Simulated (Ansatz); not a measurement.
**Run report: CH5F2NSi, nudged elastic band (part 2 of 2)**

Continued. System: CH5F2NSi. Method: RKS PBE0-D4/def2-SVP (Ansatz 0.2.0). The run did not end well. It belongs to a series of runs on one base structure; here: band between the two ends.

Geometry of the input (Å):
```
F  -0.2592  -2.1954  0.1784
C  -0.8946  -1.0006  0.3393
F  -0.6641  -0.6231  1.6174
N  -0.4080  -0.0051  -0.5094
Si 0.9634  1.0288  -0.1400
H  -1.9740  -1.1947  0.2068
H  -0.7271  -0.0792  -1.4677
H  2.1586  0.2619  0.3190
H  0.6239  2.0486  0.8926
H  1.2640  1.7078  -1.4335
```

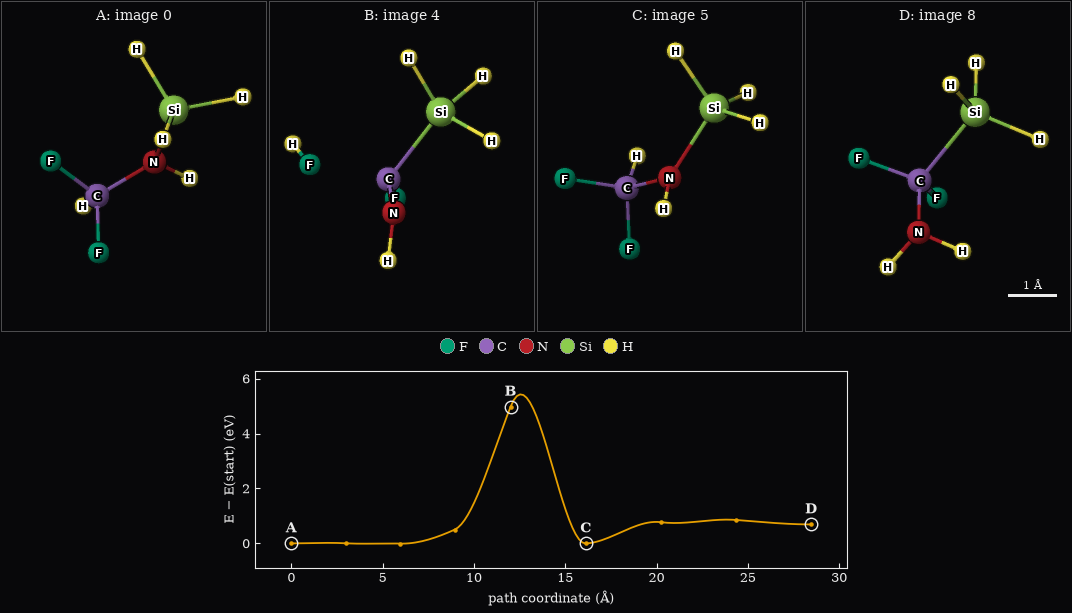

**Figure 1.** Images of the last band (counted from 0; ball-and-stick, seen at a tilt) above the energy along the path; the line is a cubic interpolation that uses the forces. The highest image is number 4, 4.975 eV above the start and 4.284 eV above the end; the end lies 0.691 eV above the start. The path is 28.46 Å long. The band had not converged after 60 iterations.

```
Unfinished report: {"positions_ang":[[-1.3901336151229942,-0.3252948943580728,1.0250228173151856],[-0.507417896605059,-0.2705584756166751,-0.07606639633401138],[-0.21461898358929615,-1.9394193810100426,0.18806669677275478],[-0.7950424757360077,-0.05548645685466988,-1.2380746528072595],[0.87456283405135,0.9309500558036415,0.1491098467944937],[-0.04246473477011275,-2.3680858382662398,0.9591939986431008],[-1.6916787747554058,-0.20610692525154695,-1.686260092512181],[1.224729026643395,1.7482479777783755,1.1878820249625033],[0.46695566662827703,2.0555354835163127,-0.5666810330934194],[2.158109953255855,0.37911545425891585,0.06060780025883303]],"unchecked":["starts","cluster_reference","orbital_swaps","neighbouring_geometries","increment"],"mean_field":{"relativity":"none","state":{"energy":{"ev":-15895.264653473383,"hartree":-584.1402018177944},"converged":true,"gradient_ev":0.000026361188728456613,"stability":{"kind":"minimum","curvature_ev":41.69544022198314},"curvature_floor_ev":0.00030000000000000003,"spin_squared":3.552713678800501e-15},"others":[],"fillings":{"estimated":0,"unestimated":0,"tried":0,"untried":0,"excluded_magnetic_sites":0},"n_dropped_functions":0,"n_trapped_functions":0,"passes":{"evaluations":5,"products":31},"factors":{"origin":"Cholesky decomposition","count":1059,"bound_ev":0.001154585063259859},"gradient_stop_ev":0.00009,"reference_kind":"stationary","functional":{"name":"PBE0","citations":["Adamo & Barone, J. Chem. Phys. 110, 6158 (1999) doi:10.1063/1.478522","Perdew, Burke & Ernzerhof, Phys. Rev. Lett. 77, 3865 (1996) doi:10.1103/PhysRevLett.77.3865"],"text":"name \"PBE0\"\ncite \"Adamo & Barone, J. Chem. Phys. 110, 6158 (1999) doi:10.1063/1.478522\"\ncite \"Perdew, Burke & Ernzerhof, Phys. Rev. Lett. 77, 3865 (1996) doi:10.1103/PhysRevLett.77.3865\"\nparent pbe\nparameter a = 0.25\nparameter kappa = 0.804\nparameter beta = 0.06672455060314922\nexchange = (1 - a)*pbe_x(kappa = kappa, mu = beta*pi^2/3) + a*exact_x\ncorrelation = pbe_c(beta = beta)\n","parameters":{"a":{"value":0.25,"default":0.25},"beta":{"value":0.06672455060314922,"default":0.06672455060314922},"kappa":{"value":0.804,"default":0.804}},"final_grid":{"core_spheres":13.0,"valence_spheres":11.0,"degree":36.0},"final_grid_parameter_source":"default","radial_points_factor":1.0,"radial_grid_error_ev":3.235511906987185e-7,"grid_sensitivity":"normal","grid_sensitivity_ratio":0.001870803151768979},"unsmoothed_excess_ev":-0.000025496626084392874,"symmetry":{"irreps":["A"],"axes":[[0.7443939663196266,0.3812360846289534,0.5482122496658752],[0.03267942146713007,0.7992123071462975,-0.6001597649946768],[-0.6669405358197297,0.4646705670501172,0.582470244560024]],"occupied":[{"A":25},{"A":25}]},"held":{"pivots":1057,"left_out":0,"joined":2},"density_repulsion":{"missed_ev":0.000019557033769599007,"excess_ev":0.0,"most_excess_ev":0.000135,"are_drawn_again":false,"n_first_factors":1059,"energy_change_ev":0.0,"n_dropped_ends":0}},"factors":{"origin":"Cholesky decomposition","count":1059,"bound_ev":0.001154585063259859},"n_frozen":0,"n_occupied":[25,25],"n_virtual":[74,74],"reference":{"ev":-15895.264653473383,"hartree":-584.1402018177944},"dispersion":{"energy":{"ev":-0.15499809622969185,"hartree":-0.005696074974958121},"switches_in_reach":[]},"total":{"ev":-15895.419651569613,"hartree":-584.1458978927693},"forces_ev_per_angstrom":[[-0.4080160519058237,-0.0014000948306712453,-0.6219624284540611],[-0.8869353075210719,4.209792891840073,3.525477638947359],[0.8090333618083474,-3.3956481417095232,-1.7630482820946403],[-1.0796505074911458,-0.1663053227446136,-3.481920630435021],[-0.12977499183831237,-0.8579809851197308,-0.562625113610109],[0.31619135356577444,-0.8720854264663503,2.0246289717317087],[-0.3433316743422065,-0.4068841384064687,0.24918197237246484],[0.1513369667930644,1.1602713354796663,3.654730729031705],[-0.3014906863677888,1.428605930593369,-1.9473851519430605],[1.8726375373033752,-1.0983660486368425,-1.0770777055502225]],"charge_distribution":{"dipole_moment_e_ang":[-0.05985533409887711,-0.7070235535042321,0.21527163909286537],"mulliken_charges_e":[-0.27876513395102087,0.07235750397388951,-0.06787734479983776,-0.21121692167680095,0.3784355432102675,0.23349983951536468,0.11994732949959419,-0.09790065300539452,-0.062268642079683856,-0.08621152068639537],"lowdin_charges_e":[-0.02544802931873491,-0.27755443535931335,0.30924132377158386,0.007980913026631953,0.27032696798871214,-0.0445430235595623,0.012399784374496181,-0.10002688405663807,-0.07316267153840572,-0.079213945328797]},"n_threads":2,"memory_gib":2.556818182580173,"seconds":{"hamiltonian":1.6216650590000001,"orbitals":0.0,"second_order":0.0,"solver_start":0.0,"cycles":0.0,"cycle":0.0,"perturbative":0.0,"full_ci_increment":0.0,"forces":0.0}}
this run last wrote the band of iteration 60 to [file]
Error: NEB band did not converge after 60 iterations: max|band force component| = 4.17e0 eV/Å (threshold 3.0e-2); raise `neb.max_iterations` in a new run, which can start from the last band evaluated (`neb.initial_path`, with `crystal.atoms` and `neb.final_atoms` set to its first and last images), add images, or start from endpoints closer to local minima. Where this run's directory can be resumed (`checkpoint.write`), a resume goes on for up to `neb.max_iterations` more; to start a new run from the last band, take its images' positions from the `neb_iteration` event of iteration 60 (`data.images[].positions_ang`), in the event stream of the run that computed that iteration (not this run's, if it was resumed behind it). With `checkpoint.write`, `steps/00-neb/state/checkpoint.json` in the run directory holds the last saved band, under `neb.evaluated.images[].positions_ang` (a band under a hybrid functional on support functions is neither saved nor resumed: `neb.initial_path` says where its path is): check the last entry of `neb.iterations` there, which is earlier than 60 if that iteration was not saved or its write failed. If the band's step has no `state` directory and holds `state.next`, a write was cut short, and the file is under `state.next` instead (behind a loss of power it can be under `state.prev`)
this run wrote the band of iteration 60 to [file] as well, whether or not its events were kept: a new run's `neb.initial_path` can list its `images[].positions_ang`
a run's events are kept only if it was started with --events-out <file>, and are in that file
```

**The last band as extended XYZ (Å, eV, eV/Å)**
```
10
Properties=species:S:1:pos:R:3:forces:R:3 image=0 energy=-15900.39440
F    -0.2592   -2.1954    0.1784   -0.0027   0.0003  -0.0005
C    -0.8946   -1.0006    0.3393    0.0081   0.0014   0.0019
F    -0.6641   -0.6231    1.6174   -0.0006   0.0014   0.0015
N    -0.4080   -0.0051   -0.5094   -0.0064  -0.0026  -0.0011
Si    0.9634    1.0288   -0.1400    0.0020  -0.0035  -0.0044
H    -1.9740   -1.1947    0.2068   -0.0030  -0.0036  -0.0002
H    -0.7271   -0.0792   -1.4677    0.0022   0.0019   0.0006
H     2.1586    0.2619    0.3190   -0.0021   0.0009  -0.0002
H     0.6239    2.0486    0.8926   -0.0001   0.0011   0.0006
H     1.2640    1.7078   -1.4335    0.0025   0.0027   0.0018
10
Properties=species:S:1:pos:R:3:forces:R:3 image=1 energy=-15900.39039
F    -1.6820   -1.8142   -0.3160   -0.0214   0.0174  -0.0091
C    -0.9108   -0.9340    0.3569    0.0051  -0.0402  -0.0001
F    -0.3139   -1.6550    1.3500    0.0082  -0.0131  -0.0012
N     0.0079   -0.3455   -0.5148   -0.0146   0.0141  -0.0098
Si    0.8618    1.1502   -0.2111    0.0036  -0.0026  -0.0056
H    -1.5542   -0.1802    0.8416    0.0145   0.0178   0.0242
H     0.4163   -1.0283   -1.1487    0.0089  -0.0068   0.0005
H     2.2619    0.9278    0.2625   -0.0063   0.0205   0.0150
H     0.0782    1.8598    0.8401   -0.0101   0.0016  -0.0069
H     0.9179    1.9682   -1.4577    0.0122  -0.0087  -0.0069
10
Properties=species:S:1:pos:R:3:forces:R:3 image=2 energy=-15900.40186
F    -2.0065   -0.9939    0.2555    0.0054   0.0006   0.0104
C    -0.6644   -1.0941    0.4639    0.0171   0.0132  -0.0267
F    -0.3860   -2.4144    0.3753    0.0005   0.0023  -0.0027
N     0.0774   -0.3680   -0.4683   -0.0118   0.0110   0.0121
Si    0.7338    1.2344   -0.2257   -0.0131  -0.0135   0.0074
H    -0.4557   -0.7507    1.4929    0.0051  -0.0064  -0.0057
H    -0.0424   -0.7125   -1.4177   -0.0084  -0.0034   0.0043
H     1.4310    1.2444    1.0938   -0.0024   0.0075   0.0018
H    -0.2884    2.3267   -0.2200   -0.0017   0.0015  -0.0076
H     1.6842    1.4769   -1.3470    0.0094  -0.0128   0.0066
10
Properties=species:S:1:pos:R:3:forces:R:3 image=3 energy=-15899.89619
F    -1.7281   -1.6877    0.4079   -0.5898  -0.0303   0.3538
C    -0.5143   -1.1713    0.2306   -1.0963   0.6099  -2.8417
F     0.2031   -2.0948   -0.4199    0.4656   0.0196  -0.0824
N    -0.6186    0.0374   -0.5864    0.7352  -0.1188   1.2494
Si    0.7836    1.1119   -0.2329   -0.4098  -0.3853  -0.1693
H    -0.0573   -0.9656    1.1562    0.8090  -0.0642   2.0390
H    -1.4467    0.5569   -0.2618    0.0895  -0.3513  -0.3381
H     1.0361    1.0605    1.2477   -0.0068   0.1925  -0.0015
H     0.3783    2.4673   -0.6816    0.0937   0.1053  -0.0134
H     2.0470    0.6344   -0.8571   -0.0903   0.0224  -0.1959
10
Properties=species:S:1:pos:R:3:forces:R:3 image=4 energy=-15895.41963
F    -1.3901   -0.3253    1.0250   -0.4080  -0.0014  -0.6220
C    -0.5074   -0.2706   -0.0761   -0.8869   4.2098   3.5255
F    -0.2146   -1.9394    0.1881    0.8090  -3.3956  -1.7630
N    -0.7950   -0.0555   -1.2381   -1.0797  -0.1663  -3.4819
Si    0.8746    0.9310    0.1491   -0.1298  -0.8580  -0.5626
H    -0.0425   -2.3681    0.9592    0.3162  -0.8721   2.0246
H    -1.6917   -0.2061   -1.6863   -0.3433  -0.4069   0.2492
H     1.2247    1.7482    1.1879    0.1513   1.1603   3.6547
H     0.4670    2.0555   -0.5667   -0.3015   1.4286  -1.9474
H     2.1581    0.3791    0.0606    1.8726  -1.0984  -1.0771
10
Properties=species:S:1:pos:R:3:forces:R:3 image=5 energy=-15900.39803
F    -1.1279   -2.0352    0.8240   -0.0321   0.0392  -0.0017
C    -0.3644   -1.3152   -0.0288    0.0489   0.0094  -0.0090
F    -0.7125   -1.7443   -1.2742   -0.0016   0.0421   0.0455
N    -0.5675    0.0542    0.1465    0.0209  -0.0554  -0.0355
Si    0.6669    1.2889    0.0389   -0.0120   0.0180   0.0012
H     0.6953   -1.5783    0.1343    0.0219  -0.0168  -0.0009
H    -1.5447    0.3221    0.0705   -0.0295   0.0077  -0.0169
H     0.0331    2.5534    0.5081   -0.0030  -0.0213   0.0222
H     1.2032    1.5128   -1.3417   -0.0132  -0.0285   0.0293
H     1.8015    0.8905    0.9250   -0.0003   0.0057  -0.0343
10
Properties=species:S:1:pos:R:3:forces:R:3 image=6 energy=-15899.62289
F     0.1094   -1.7365   -0.4436   -0.0285   0.0003  -0.0637
C    -0.3513   -0.4463   -0.3050   -0.0712   0.0840   0.0352
F    -1.1060   -0.1878   -1.4077    0.1030  -0.0182   0.0298
N    -1.1943   -0.3127    0.8240    0.0270  -0.0339   0.0373
Si    1.1427    0.7841   -0.2324   -0.0591   0.1158  -0.0496
H    -0.8723   -0.9144    1.5805    0.0183   0.1750   0.0106
H    -2.1559   -0.5591    0.5925    0.0309  -0.1066  -0.0759
H     0.6269    2.1486   -0.5791    0.0407  -0.1624   0.0543
H     2.2198    0.3867   -1.1931   -0.0966   0.0037   0.0614
H     1.6641    0.7865    1.1668    0.0354  -0.0577  -0.0394
10
Properties=species:S:1:pos:R:3:forces:R:3 image=7 energy=-15899.54134
F     0.3885   -1.7070    0.6751   -0.0050   0.0076   0.0157
C    -0.0664   -0.7465   -0.1769   -0.0078   0.0001   0.0080
F     0.1594   -1.1754   -1.4489    0.0097  -0.0190   0.0054
N    -1.4697   -0.6595   -0.0002    0.0101  -0.0260  -0.0029
Si    0.9899    0.8509    0.1081   -0.0130  -0.0095   0.0024
H    -1.7108   -0.3986    0.9520   -0.0136   0.0136  -0.0178
H    -1.8985   -0.0126   -0.6556    0.0096   0.0196  -0.0127
H     0.5406    1.4664    1.3921    0.0186  -0.0087   0.0317
H     0.7056    1.7941   -1.0116   -0.0282   0.0233  -0.0053
H     2.4444    0.5372    0.1686    0.0197  -0.0009  -0.0245
10
Properties=species:S:1:pos:R:3:forces:R:3 image=8 energy=-15899.70357
F    -0.4325   -0.8841    1.4726    0.0017   0.0010  -0.0075
C    -0.1610   -0.6283    0.1376    0.0063   0.0082   0.0122
F     0.4220   -1.7696   -0.3195   -0.0030   0.0056  -0.0004
N    -1.3214   -0.4012   -0.6115    0.0016   0.0033  -0.0109
Si    1.1048    0.8245    0.0588    0.0181  -0.0016   0.0097
H    -1.9552   -1.1984   -0.5590   -0.0061  -0.0102  -0.0009
H    -1.8075    0.4410   -0.3187   -0.0018   0.0035   0.0055
H     2.2294    0.5183    0.9853   -0.0037  -0.0007  -0.0047
H     0.4034    2.0695    0.4945   -0.0051  -0.0074  -0.0080
H     1.6010    0.9772   -1.3372   -0.0079  -0.0019   0.0051
```
